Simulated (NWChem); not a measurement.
# One shape, several levels: CH6BNO2 (SMILES COB(N)O)

Aim: a comparison of 6 runs (HF/6-31G*, SVWN5/6-31G*, M06-2X/6-31G*, PBE0/6-31G*, MP2/6-31G*, CCSD(T)/6-31G*) of CH6BNO2. 

The calculation is run with NWChem 7.3.0.

1 further run of the same task is left out (set aside as unsound or not needed). Runs told in other sessions of the task aren't counted.

## 1. Starting point

The species is CH6BNO2 (11 atoms), meant as a singlet with charge 0. SMILES: `COB(N)O`. The B3–N4 distance was set to 2.537 Å, away from the relaxed value. At this shape a bond of the SMILES string is far longer than usual.

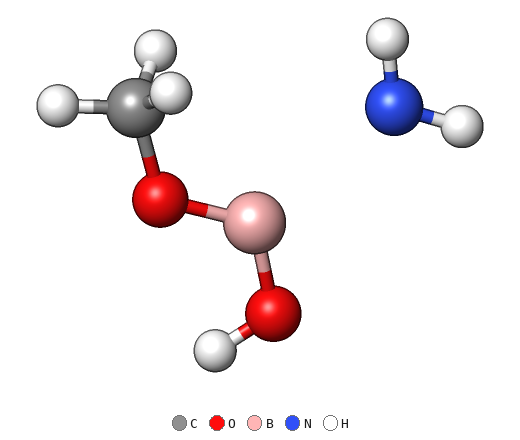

The structure, seen from a chosen angle (carbon grey, oxygen red, boron pink, nitrogen blue, hydrogen white).

## 2. The energy at HF/6-31G(d) (spherical functions) (run 1)

File run.py:

```python
from ase import Atoms
from ase.calculators.nwchem import NWChem

system = Atoms(['C', 'O', 'B', 'N', 'O', 'H', 'H', 'H', 'H', 'H', 'H'], positions=[
    [-0.022358, 0.791759, 1.981960],
    [-1.182558, 0.042659, 1.730760],
    [-1.379858, -0.566541, 0.513860],
    [0.275800, -0.431900, -1.403700],
    [-2.536858, -1.282941, 0.337460],
    [0.065442, 1.641959, 1.295360],
    [-0.081458, 1.178759, 2.999860],
    [0.881042, 0.176159, 1.899860],
    [1.144100, 0.066300, -1.366900],
    [0.095200, -0.890900, -2.277500],
    [-3.079958, -1.260941, 1.127660],
])

calc = NWChem(
    label='mymol',
    theory='scf',
    memory='2200 mb',
    basis='6-31G*',
    basispar='spherical bse',
    scf={'nopen': '0', 'rhf': None, 'thresh': '1e-08', 'maxiter': '80'},
    task='energy',
)
system.calc = calc

print(f"energy = {system.get_potential_energy():.6f} eV")
print("dipole (e A):", system.get_dipole_moment().round(4))
```

Run with:

```console
$ export ASE_NWCHEM_COMMAND="nwchem PREFIX.nwi > PREFIX.nwo"
$ python run.py
```

Standard output:

```text
energy = -7350.595728 eV
dipole (e A): [-0.1588  0.225   0.7635]
```

The calculator wrote mymol.nwi:

```
title "mymol"

permanent_dir mymol

scratch_dir mymol

start mymol

geometry units angstrom nocenter noautosym noautoz
  C  -2.2357999999999999e-02 7.9175899999999999e-01 1.9819599999999999e+00
  O  -1.1825580000000000e+00 4.2659000000000002e-02 1.7307600000000001e+00
  B  -1.3798580000000000e+00 -5.6654099999999996e-01 5.1385999999999998e-01
  N  2.7579999999999999e-01 -4.3190000000000001e-01 -1.4036999999999999e+00
  O  -2.5368580000000001e+00 -1.2829410000000001e+00 3.3745999999999998e-01
  H  6.5442000000000000e-02 1.6419589999999999e+00 1.2953600000000001e+00
  H  -8.1458000000000003e-02 1.1787589999999999e+00 2.9998600000000000e+00
  H  8.8104199999999999e-01 1.7615900000000001e-01 1.8998600000000001e+00
  H  1.1440999999999999e+00 6.6299999999999998e-02 -1.3669000000000000e+00
  H  9.5200000000000007e-02 -8.9090000000000003e-01 -2.2774999999999999e+00
  H  -3.0799580000000000e+00 -1.2609410000000001e+00 1.1276600000000001e+00
end

memory 2200 mb

basis spherical bse noprint
   * library 6-31G*
end

scf
  nopen 0
  rhf
  thresh 1e-08
  maxiter 80
end

task scf energy
```

mymol.nwo:

```text
Northwest Computational Chemistry Package (NWChem) 7.3.0
             --------------------------------------------------------

           Job information
           ---------------

    nwchem branch   = 7.3.0
    use scalapack   = T
    input           = mymol.nwi
    prefix          = mymol.
    data base       = mymol/mymol.db
    status          = startup
    nproc           =        1

           Memory information
           ------------------

[... 5 lines left out ...]
    hardfail = no
[... 135 lines left out ...]
         Quadratically convergent ROHF
[... 15 lines left out ...]
       Final RHF  results
[... 4 lines left out ...]
      Two-electron energy =    254.055651483623
[... 39 lines left out ...]
                       ROHF Final Molecular Orbital Analysis
[... 233 lines left out ...]
       Multipole analysis of the density wrt the origin
       ------------------------------------------------

     L   x y z        total         open         nuclear
     -   - - -        -----         ----         -------
     0   0 0 0     -0.000000      0.000000     40.000000

     1   1 0 0     -0.300107      0.000000    -67.716059
[... 8 lines of this table left out ...]
     2   0 0 2    -20.467328      0.000000    307.721358

 Task  times  cpu:       16.6s     wall:       16.6s
 Total times  cpu:       16.6s     wall:       16.6s
```

It took 18 s on 1 thread of Intel Xeon Platinum 8259CL at 2.50GHz (Skylake/Cascade Lake), shared host; peak memory 0.1 GiB.

## 3. A single-point energy at SVWN5/6-31G(d) (spherical functions) (run 2)

File run.py:

```python
from ase import Atoms
from ase.calculators.nwchem import NWChem

molecule = Atoms(['C', 'O', 'B', 'N', 'O', 'H', 'H', 'H', 'H', 'H', 'H'], positions=[
    [-0.022358, 0.791759, 1.981960],
    [-1.182558, 0.042659, 1.730760],
    [-1.379858, -0.566541, 0.513860],
    [0.275800, -0.431900, -1.403700],
    [-2.536858, -1.282941, 0.337460],
    [0.065442, 1.641959, 1.295360],
    [-0.081458, 1.178759, 2.999860],
    [0.881042, 0.176159, 1.899860],
    [1.144100, 0.066300, -1.366900],
    [0.095200, -0.890900, -2.277500],
    [-3.079958, -1.260941, 1.127660],
])

calc = NWChem(
    label='nw',
    theory='dft',
    memory='2200 mb',
    basis='6-31G*',
    basispar='spherical bse',
    dft={'xc': 'slater vwn_5', 'mult': '1', 'grid': 'xfine', 'convergence': 'energy 1e-08', 'iterations': '100', 'mulliken': None, 'print': 'low'},
    task='energy',
)
molecule.calc = calc

print("Total energy (eV):", round(molecule.get_potential_energy(), 6))
```

Run with:

```console
$ export ASE_NWCHEM_COMMAND="nwchem PREFIX.nwi > PREFIX.nwo"
$ python run.py
```

Standard output:

```text
Total energy (eV): -7333.233788
```

The calculator wrote nw.nwi:

```
title "nw"

permanent_dir nw

scratch_dir nw

start nw

geometry units angstrom nocenter noautosym noautoz
  C  -2.2357999999999999e-02 7.9175899999999999e-01 1.9819599999999999e+00
  O  -1.1825580000000000e+00 4.2659000000000002e-02 1.7307600000000001e+00
  B  -1.3798580000000000e+00 -5.6654099999999996e-01 5.1385999999999998e-01
  N  2.7579999999999999e-01 -4.3190000000000001e-01 -1.4036999999999999e+00
  O  -2.5368580000000001e+00 -1.2829410000000001e+00 3.3745999999999998e-01
  H  6.5442000000000000e-02 1.6419589999999999e+00 1.2953600000000001e+00
  H  -8.1458000000000003e-02 1.1787589999999999e+00 2.9998600000000000e+00
  H  8.8104199999999999e-01 1.7615900000000001e-01 1.8998600000000001e+00
  H  1.1440999999999999e+00 6.6299999999999998e-02 -1.3669000000000000e+00
  H  9.5200000000000007e-02 -8.9090000000000003e-01 -2.2774999999999999e+00
  H  -3.0799580000000000e+00 -1.2609410000000001e+00 1.1276600000000001e+00
end

memory 2200 mb

basis spherical bse noprint
   * library 6-31G*
end

dft
  xc slater vwn_5
  mult 1
  grid xfine
  convergence energy 1e-08
  iterations 100
  mulliken
  print low
end

task dft energy
```

nw.nwo:

```text
Northwest Computational Chemistry Package (NWChem) 7.3.0
             --------------------------------------------------------

           Job information
           ---------------

    nwchem branch   = 7.3.0
    use scalapack   = T
    input           = nw.nwi
    prefix          = nw.
    data base       = nw/nw.db
    status          = startup
    nproc           =        1

           Memory information
           ------------------

[... 5 lines left out ...]
    hardfail = no
[... 40 lines left out ...]
            Nuclear Dipole moment (a.u.)
[... 87 lines left out ...]
         Total DFT energy =     -269.491373262339
[... 1 line left out ...]
           Coulomb energy =      288.718927750835
[... 1 line left out ...]
 Nuclear repulsion energy =      157.726669065975
[... 17 lines left out ...]
     -------------------------------------------
      Total Density - Lowdin Population Analysis
     -------------------------------------------

    Atom       Charge   Shell Charges
 -----------   ------   -------------------------------------------------------
    1 C    6     6.26   1.99  0.54  1.90  0.43  1.28  0.11
    2 O    8     8.06   1.99  0.81  2.76  0.61  1.84  0.05
    3 B    5     4.98   1.97  0.41  1.15  0.38  0.80  0.27
[... 7 lines of this table left out ...]
   11 H    1     0.65   0.43  0.22

 Task  times  cpu:       29.9s     wall:       29.9s
 Total times  cpu:       29.9s     wall:       29.9s
```

It took 31 s on 1 thread of Intel Xeon Platinum 8259CL at 2.50GHz (Skylake/Cascade Lake), shared host; peak memory 0.15 GiB.

Runs 3 to 5 aren't shown in full; the table further down has their settings and results.

## 4. The energy at CCSD(T)/6-31G(d) (spherical functions) (run 6)

File job.nw:

```
start job
memory total 2200 mb
charge 0

geometry noautosym nocenter noautoz
  C       -0.022358       0.791759       1.981960
  O       -1.182558       0.042659       1.730760
  B       -1.379858      -0.566541       0.513860
  N        0.275800      -0.431900      -1.403700
  O       -2.536858      -1.282941       0.337460
  H        0.065442       1.641959       1.295360
  H       -0.081458       1.178759       2.999860
  H        0.881042       0.176159       1.899860
  H        1.144100       0.066300      -1.366900
  H        0.095200      -0.890900      -2.277500
  H       -3.079958      -1.260941       1.127660
end

basis "ao basis" spherical bse
  * library 6-31G*
end

scf
  thresh 1e-08
  maxiter 80
  print low
end

ccsd
  freeze core 5
  maxiter 60
end

task ccsd(t) energy
```

Run with:

```console
$ nwchem job.nw > job.out
```

Standard output:

```text
[...]
  functions       =    82
[...]
  wavefunction    = RHF
[...]
         Total SCF energy =   -270.129412776756
      One-electron energy =   -681.911733326349
      Two-electron energy =    254.055651483618
 Nuclear repulsion energy =    157.726669065976
        Time for solution =     15.2s
[...]
 Total MP2 energy:           -270.859947786009968
[...]
             energy      energy      error      ampl     ampl      Block
                                                time     time      time
[...]
 Total CCSD energy:           -270.898787439077978
[...]
 Total CCSD+T(CCSD) energy:           -270.923580345875166
[...]
 Total CCSD(T) energy:                -270.921038080836183
[...]
```

Wall time 3.3 min (1 thread of Intel Xeon Platinum 8259CL at 2.50GHz (Skylake/Cascade Lake), shared host); peak memory 0.25 GiB.

## 5. All runs side by side

| run | level | iteration cap | module | energy (Eh) | HOMO energy (eV) | LUMO energy (eV) | HOMO–LUMO gap (eV) | wall time |
| --- | --- | --- | --- | --- | --- | --- | --- | --- |
| 1 | HF/6-31G* (spherical functions) | 80 | scf | -270.129413 | -8.49 | 2.20 | 10.68 | 18 s |
| 2 | SVWN5/6-31G* (spherical functions) | 100 | dft | -269.491373 | – | – | – | 31 s |
| 3 | M06-2X/6-31G* (spherical functions) | 100 | dft | -271.568305 | -6.14 | -0.66 | 5.49 | 72 s |
| 4 | PBE0/6-31G* (spherical functions) | 100 | dft | -271.374850 | -4.67 | -1.54 | 3.13 | 53 s |
| 5 | MP2/6-31G* (spherical functions) | 80 | mp2 | -270.859948 | -8.49 | 2.20 | 10.68 | 20 s |
| 6 | CCSD(T)/6-31G* (spherical functions) | 80 | ccsd(t) | -270.921038 | – | – | – | 3.3 min |

## 6. Outcome

```
                                          quantity          value
                               run 6: total energy  -270.92104 Eh
run 6: correlation energy (5 core orbitals frozen)     -791.6 mEh
                             run 6: (T) correction     -22.25 mEh
```

In words: Below the HF energy at the same shape and in the same basis (6-31G*): MP2 -730.5 mEh; CCSD(T) -791.6 mEh. Over runs 1, 3, 4 the dipole moment (its size) runs from 3.38 D (PBE0/6-31G*) to 3.90 D (HF/6-31G*). Over runs 1, 3, 4 the HOMO–LUMO gap runs from 3.13 eV (PBE0/6-31G*) to 10.68 eV (HF/6-31G*). Exact exchange widens orbital gaps. Totals of different functionals can't be ranked against each other. In all runs a closed-shell determinant meets a far-stretched bond; if it breaks into open shells, such a determinant describes it badly, and no broken-symmetry solution was shown. All runs together took 6.5 min, the longest 3.3 min.
